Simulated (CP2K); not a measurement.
# SiSbH4Cl (SMILES Cl[SiH2][SbH2]) at GFN2-xTB

Aim: the energy difference between two shapes of SiSbH4Cl at GFN2-xTB, from 2 runs. 

The results are computed with CP2K 2026.2.

5 further runs of the same task are left out: 3 that didn't finish, 2 set aside as unsound or not needed.

### Step 1. The molecule

The species is SiSbH4Cl (7 atoms), meant as a singlet with charge 0. SMILES: `Cl[SiH2][SbH2]`. Geometry: a GFN2-xTB relaxation, a rough one for these elements and not checked as a minimum. This is one conformer, not always the lowest.

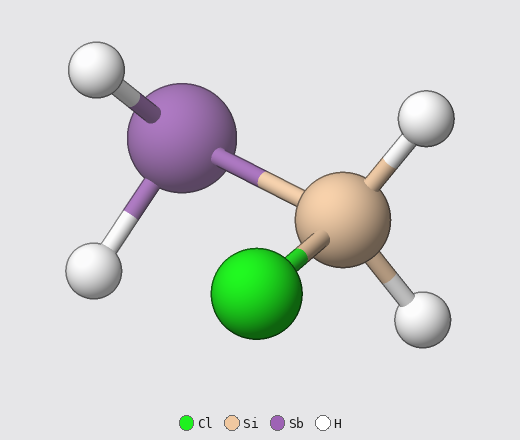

Viewed from a chosen angle; chlorine green, silicon light orange, antimony purple, hydrogen white.

### Step 2. Energy and gradient at GFN2-xTB

gas.inp reads:

```
&FORCE_EVAL
   METHOD Quickstep
   &DFT
      &QS
         METHOD XTB
         EPS_DEFAULT 1.0E-10
         &XTB
            GFN_TYPE TBLITE
            &TBLITE
               METHOD GFN2
            &END
            CHECK_ATOMIC_CHARGES F
         &END
      &END
      &POISSON
         PERIODIC NONE
         POISSON_SOLVER ANALYTIC
      &END
      &SCF
         SCF_GUESS ATOMIC
         EPS_SCF 1.0E-06
         MAX_SCF 150
         ADDED_MOS 2
         &DIAGONALIZATION
            ALGORITHM STANDARD
         &END
         &MIXING
            METHOD DIRECT_P_MIXING
            ALPHA 0.4
         &END
         &SMEAR ON
            METHOD FERMI_DIRAC
            ELECTRONIC_TEMPERATURE [K] 300
         &END
      &END
      &PRINT
         &MOMENTS
            PERIODIC F
            REFERENCE COM
            MAX_MOMENT 1
         &END
         &MO ON
            ENERGIES T
            OCCUPATION_NUMBERS T
            NDIGITS 6
            &EACH
               QS_SCF 0
            &END
            ADD_LAST NUMERIC
         &END
         &HIRSHFELD OFF
         &END
      &END
   &END
   &SUBSYS
      &CELL
         ABC 15.5 14.3 15.7
         PERIODIC NONE
      &END
      &COORD
         Cl    -1.774150    -1.105800     0.464190
         Si    -0.551440    -0.070380    -0.754770
         Sb     1.548580     0.695810     0.463390
         H     -0.233040    -0.943850    -1.879530
         H     -1.319850     1.058390    -1.269270
         H      0.623760     1.187210     1.788390
         H      1.706140    -0.821370     1.187610
      &END
      &TOPOLOGY
         &CENTER_COORDINATES
         &END
      &END
   &END
   &PRINT
      &FORCES ON
      &END
   &END
&END

&GLOBAL
   PROJECT gas
   RUN_TYPE ENERGY_FORCE
   PRINT_LEVEL MEDIUM
&END
```

Command:

```console
OMP_NUM_THREADS=1 cp2k.psmp -i gas.inp > gas.out 2>&1
```

What it wrote:

```text
CP2K| version string:                                       CP2K version 2026.2
[...]
 GLOBAL| Method name                                                        CP2K
[...]
 GLOBAL| Run type                                                   ENERGY_FORCE
[...]
                             - Atoms:                                          7
[...]
                             - Spherical basis functions:                     31
[...]
 Number of electrons:                                                         20
[...]
  *** SCF run converged in    19 steps ***
[...]
  Fermi energy:                                                -0.25294198228527
[...]
 TB_DIPOLE| Moment [Debye]          1.51253789       1.35501589      -1.77175577
 TB_DIPOLE| Derivative [a.u.]       0.00000000       0.00000000       0.00000000
[...]
 ENERGY| Total FORCE_EVAL ( QS ) energy [hartree]            -10.557434476746861
 FORCES| Atomic forces [hartree/bohr]
 FORCES|   Atom     x               y               z               |f|
 FORCES|      1 -1.60044727E-05 -9.44011727E-06  1.75563502E-05   2.55633408E-05
 FORCES|      2  2.74635585E-05 -7.46312559E-06 -2.80999941E-05   3.99944366E-05
 FORCES|      3 -4.23981562E-05  4.65868688E-05  4.81380811E-07   6.29934260E-05
 FORCES|      4 -9.97033487E-07 -4.36547778E-06 -6.89107533E-06   8.21817445E-06
 FORCES|      5  1.11507948E-06  1.21360406E-05  6.67394846E-06   1.38949081E-05
 FORCES|      6  2.00214018E-05  9.99580226E-06 -5.40747709E-06   2.30220199E-05
 FORCES|      7  1.07996226E-05 -4.74499910E-05  1.56868671E-05   5.11293584E-05
 FORCES| Sum     9.95771933E-17  5.03137571E-17  7.63549380E-17
 FORCES| Total atomic force                                       1.35193077E-16
[...]
```

It took 0.98 s on 1 thread of Intel Xeon Platinum 8488C (Sapphire Rapids), shared host; peak memory 0.19 GiB.

### Step 3. The distorted shape at the same level

calc.inp reads:

```
&GLOBAL
   PROJECT_NAME calc
   RUN_TYPE ENERGY_FORCE
   PRINT_LEVEL MEDIUM
&END GLOBAL

&FORCE_EVAL
   METHOD QUICKSTEP
   &DFT
      # Quickstep
      &QS
         METHOD XTB
         EPS_DEFAULT 1.0E-10
         &XTB
            GFN_TYPE TBLITE
            &TBLITE
               METHOD GFN2
            &END TBLITE
            CHECK_ATOMIC_CHARGES F
         &END XTB
      &END QS
      # cluster boundary conditions
      &POISSON
         PERIODIC NONE
         POISSON_SOLVER ANALYTIC
      &END POISSON
      &SCF
         SCF_GUESS ATOMIC
         EPS_SCF 1.0E-06
         MAX_SCF 150
         ADDED_MOS 2
         &DIAGONALIZATION
            ALGORITHM STANDARD
         &END DIAGONALIZATION
         &MIXING
            METHOD DIRECT_P_MIXING
            ALPHA 0.4
         &END MIXING
         &SMEAR ON
            METHOD FERMI_DIRAC
            ELECTRONIC_TEMPERATURE [K] 300
         &END SMEAR
      &END SCF
      &PRINT
         &MOMENTS
            PERIODIC F
            REFERENCE COM
            MAX_MOMENT 1
         &END MOMENTS
         &MO ON
            ENERGIES T
            OCCUPATION_NUMBERS T
            NDIGITS 6
            &EACH
               QS_SCF 0
            &END EACH
            ADD_LAST NUMERIC
         &END MO
         &HIRSHFELD OFF
         &END HIRSHFELD
      &END PRINT
   &END DFT
   &SUBSYS
      # box in angstrom
      &CELL
         ABC 15.6 14.3 15.7
         PERIODIC NONE
      &END CELL
      &COORD
         Cl    -1.816931    -1.069410     0.433862
         Si    -0.521820    -0.138859    -0.719104
         Sb     1.584940     0.689824     0.477376
         H     -0.065872    -0.929660    -1.878199
         H     -1.302899     1.004998    -1.423306
         H      0.647880     1.274624     1.811501
         H      1.824686    -0.858451     1.229322
      &END COORD
      &TOPOLOGY
         &CENTER_COORDINATES
         &END CENTER_COORDINATES
      &END TOPOLOGY
   &END SUBSYS
   &PRINT
      &FORCES ON
      &END FORCES
   &END PRINT
&END FORCE_EVAL
```

Command:

```console
OMP_NUM_THREADS=1 cp2k.psmp -i calc.inp > calc.out 2>&1
```

What it wrote:

```text
CP2K| version string:                                       CP2K version 2026.2
[...]
 GLOBAL| Method name                                                        CP2K
[...]
 GLOBAL| Run type                                                   ENERGY_FORCE
[...]
                             - Atoms:                                          7
[...]
                             - Spherical basis functions:                     31
[...]
 Number of electrons:                                                         20
[...]
  *** SCF run converged in    19 steps ***
[...]
  Fermi energy:                                                -0.25497118088592
[...]
 TB_DIPOLE| Moment [Debye]          1.28035927       0.91690955      -1.48990253
 TB_DIPOLE| Derivative [a.u.]       0.00000000       0.00000000       0.00000000
[...]
 ENERGY| Total FORCE_EVAL ( QS ) energy [hartree]            -10.552580347788100
 FORCES| Atomic forces [hartree/bohr]
 FORCES|   Atom     x               y               z               |f|
 FORCES|      1 -7.27163982E-03 -7.47247974E-03  6.50658002E-03   1.22902515E-02
 FORCES|      2  1.80470728E-03  2.36446317E-02 -2.34003717E-02   3.33152063E-02
 FORCES|      3 -3.13485456E-03 -1.67223231E-03  3.56722580E-03   5.03475659E-03
 FORCES|      4 -3.08469848E-03 -1.35518644E-03  5.52687593E-03   6.47288595E-03
 FORCES|      5  1.13510944E-02 -1.49133085E-02  1.20724180E-02   2.22934383E-02
 FORCES|      6  3.35961536E-03 -4.40341137E-03 -3.31711453E-03   6.45602787E-03
 FORCES|      7 -3.02422416E-03  6.17198668E-03 -9.55613474E-04   6.93920373E-03
 FORCES| Sum    -1.05818132E-16 -4.25007252E-17  2.67797937E-17
 FORCES| Total atomic force                                       1.17136442E-16
[...]
```

Run time: 1 s. Hardware: 1 thread of Intel Xeon Platinum 8488C (Sapphire Rapids), shared host; peak memory 0.19 GiB.

### Step 4. Summary of results

Level: GFN2-xTB.

| quantity | value |
| --- | --- |
| first shape: total energy | -10.55743 Eh |
| first shape: dipole moment (from atomic charges alone) | 2.69 D |
| first shape: HOMO energy | -9.88 eV |
| first shape: LUMO energy | -5.99 eV |
| first shape: HOMO–LUMO gap | 3.89 eV |
| first shape: largest force on an atom | 0.003 eV/Å |
| distorted shape: total energy | -10.55258 Eh |
| distorted shape: dipole moment (from atomic charges alone) | 2.17 D |
| distorted shape: HOMO energy | -9.82 eV |
| distorted shape: LUMO energy | -6.04 eV |
| distorted shape: HOMO–LUMO gap | 3.77 eV |
| distorted shape: largest force on an atom | 1.713 eV/Å |
| energy change with the atoms displaced | 0.132 eV |

**Reading.** With the atoms displaced the energy rises by 0.13 eV (3.0 kcal/mol). The dipole (first shape) comes from point charges on the atoms alone, without atomic dipoles, so it is partial. The dipole (distorted shape) comes from point charges on the atoms alone, without atomic dipoles, so it is partial.
